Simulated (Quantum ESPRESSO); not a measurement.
# RbSrCl3 (Pm-3m): modes at Γ and the response to a field, part 3 of 3

Aim: the zone-centre modes of RbSrCl3 (Pm-3m).

Quantum ESPRESSO 7.5; DFT LDA, scalar-relativistic, plane waves, PseudoDojo norm-conserving pseudopotentials.

So far. Step 5 (Zone-centre response): The acoustic modes at Γ come out as far as 2.5 cm⁻¹ from zero, where they should vanish, a small numerical error; the Born charges miss their sum rule by 0.020 e, which is good. The lowest optical mode is imaginary, 51i cm⁻¹, an instability at this level and on this k mesh. The relaxed cell has a = 5.489 Å (conventional setting).

## 6. Modes with the sum rule (continued)

Degenerate modes summed, no LO-TO term; imaginary modes left out. Lines of the infrared spectrum (strongest = 100):

| position (cm⁻¹) | lines merged | IR intensity, relative |
| --- | --- | --- |
| 66 | 3 | 9.4 |
| 275 | 3 | 100 |

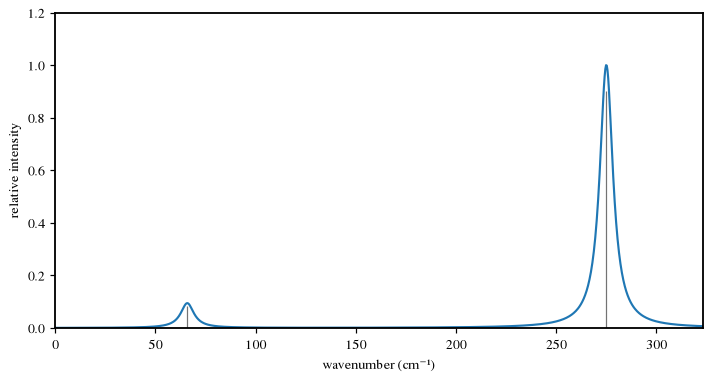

The infrared spectrum, broadened with Lorentzians of width 8 cm⁻¹; bars mark the lines.

The rule moves no optical mode by more than 0.2 cm⁻¹.

## 7. Sum rules set otherwise: a sum rule for molecules or wires on a crystal

This rule also removes rotations, which suits wires and not a crystal; it is tried to see the harm.

File dynmat.in:

```
&input
   fildyn = 'g.dyn'
   asr = 'one-dim'
   fileig = 'dynmat.eig'
   lperm = .true.
/
```

Launch:

```console
> dynmat.x -in dynmat.in > dynmat.out
```

The log of the run:

```text
[banner, memory and clock lines left out]
Program DYNMAT v.7.5

     Reading Dynamical Matrix from file g.dyn
     ...Force constants read
     ...epsilon and Z* read
asr rotation axis in 1D system=    3
     Acoustic Sum Rule: || Z*(ASR) - Z*(orig)|| =    3.768778E-01
     Acoustic Sum Rule: ||dyn(ASR) - dyn(orig)||=    2.168423E-02
     A direction for q was not specified:TO-LO splitting will be absent

     Polarizability (A^3 units)
     multiply by 0.647020 for Clausius-Mossotti correction
        21.544516    0.000000    0.000000
         0.000000   21.544516    0.000000
         0.000000    0.000000   21.544516

     IR activities are in (D/A)^2/amu units

# mode   [cm-1]    [THz]      IR
    1    -52.13   -1.5628    1.4256
    2    -50.87   -1.5251    1.4673
    3    -50.87   -1.5251    1.4673
    4    -40.26   -1.2070    0.0000
    5    -40.26   -1.2070    0.0000
    6     -0.00   -0.0000    0.0000
    7      0.00    0.0000    0.0000
    8      0.00    0.0000    0.0000
    9      0.00    0.0000    0.0000
   10     49.27    1.4769    0.3747
   11     65.85    1.9740    0.3359
   12     65.85    1.9740    0.3359
   13    272.37    8.1656    3.4077
   14    274.99    8.2439    3.5728
   15    274.99    8.2439    3.5728

Electronic dielectric permittivity tensor (relative, adimensional)
         2.636641    0.000000    0.000000
         0.000000    2.636641    0.000000
         0.000000    0.000000    2.636641

 ... with zone-center polar mode contributions
         4.732091   -0.487449   -0.000000
        -0.487449    4.732091    0.000000
        -0.000000    0.000000    4.244642

[end of the log left out, with the tail of the file of modes that dynmat.x writes under the same name]
```

Run time: 0.68 s. Hardware: 1 thread of Intel Xeon at 2.70GHz, shared host.

The program raised no error, yet the settings are not those of a careful run.

The fault: a sum rule for molecules or wires on a crystal; 1 optical mode is projected out to zero frequency, as if it were a rotation.

For a crystal the rule has to be 'simple' or 'crystal'.

Zone-centre frequencies as printed; negative means imaginary. Modes:

| mode | frequency (cm⁻¹) |
| --- | --- |
| 1 | -52.13 |
| 2 | -50.87 |
| 3 | -50.87 |
| 4 | -40.26 |
| 5 | -40.26 |
| 6 | 0 |
| 7 | 0 |
| 8 | 0 |
| 9 | 0 |
| 10 | 49.27 |
| 11 | 65.85 |
| 12 | 65.85 |
| 13 | 272.4 |
| 14 | 275 |
| 15 | 275 |

## 8. The LO-TO splitting (1 0 0)

A longitudinal polar mode sets up a macroscopic field that stiffens it; the term hangs on the direction from which q goes to zero.

File dynmat.in:

```
&input
   fildyn = 'g.dyn'
   asr = 'simple'
   fileig = 'dynmat.eig'
   q(1) = 1.0
   q(2) = 0.0
   q(3) = 0.0
/
```

Launch:

```console
> dynmat.x -in dynmat.in > dynmat.out
```

The log of the run:

```text
[banner, memory and clock lines left out]
Program DYNMAT v.7.5

     Reading Dynamical Matrix from file g.dyn
     ...Force constants read
     ...epsilon and Z* read

     Polarizability (A^3 units)
     multiply by 0.647020 for Clausius-Mossotti correction
        21.544516    0.000000    0.000000
         0.000000   21.544516    0.000000
         0.000000    0.000000   21.544516

     IR activities are in (D/A)^2/amu units

# mode   [cm-1]    [THz]      IR
    1    -50.81   -1.5234    1.4671
    2    -50.81   -1.5234    1.4671
    3    -40.15   -1.2036    0.0000
    4    -40.15   -1.2036    0.0000
    5    -40.15   -1.2036    0.0000
    6     -0.00   -0.0000    0.0000
    7      0.00    0.0000    0.0000
    8      0.00    0.0000    0.0000
    9     37.56    1.1261    0.3172
   10     65.89    1.9753    0.3363
   11     65.89    1.9753    0.3363
   12     86.03    2.5791    0.8135
   13    275.01    8.2445    3.5726
   14    275.01    8.2445    3.5726
   15    308.00    9.2336    4.2452

[end of the log left out, with the tail of the file of modes that dynmat.x writes under the same name]
```

It took 0.7 s on 1 thread.

Read from the output:

```
highest mode moved by the LO-TO term : 308 cm⁻¹
```

Zone-centre frequencies as printed; negative means imaginary. Modes:

| mode | frequency (cm⁻¹) |
| --- | --- |
| 1 | -50.81 |
| 2 | -50.81 |
| 3 | -40.15 |
| 4 | -40.15 |
| 5 | -40.15 |
| 6 | 0 |
| 7 | 0 |
| 8 | 0 |
| 9 | 37.56 |
| 10 | 65.89 |
| 11 | 65.89 |
| 12 | 86.03 |
| 13 | 275 |
| 14 | 275 |
| 15 | 308 |

The field moves 3 modes; the highest of them now lies at 308 cm⁻¹, where the highest that moved away lay at 275.

## 9. Summary of results

- space group after relaxation: Pm-3m
- volume per atom: 33.1 Å³
- gap on the k-mesh: 4.45 eV
- highest optical zone-centre mode (no LO-TO term): 275.0 cm⁻¹
- lowest optical zone-centre mode: -50.8 cm⁻¹
- highest mode moved by the LO-TO term: 308 cm⁻¹
- mean high-frequency dielectric constant: 2.64
- largest Born charge in size (third of the trace): 2.39 e
- imaginary optical modes at the zone centre (no q mesh in this session): yes

At the LDA level the optical modes of RbSrCl3 (Pm-3m) at the zone centre (no LO-TO term) run from 51i to 275 cm⁻¹, so the structure is a saddle point, with 6 modes beyond 10i cm⁻¹ there. Along the directions run, the highest mode that the macroscopic field moves lies at 308 cm⁻¹. Of the 12 optical modes, 9 are infrared active alone and 3 are silent. These are harmonic frequencies at zero temperature: anharmonic shifts and linewidths and thermal expansion are left out. The structure comes from a database and need not be the phase that is stable at ambient conditions.

[Host names and launcher messages were left out of these logs when they were recorded.]

[Logs are printed without paths, hosts, clocks, repeated set-up lines and the standing remarks that a program may print on its own settings, such as how far it seeks lower states.]

[Hosts, paths, dates, database ids (printed as entryN), source tags and the programs' standing remarks are cut or masked in the printed files.]
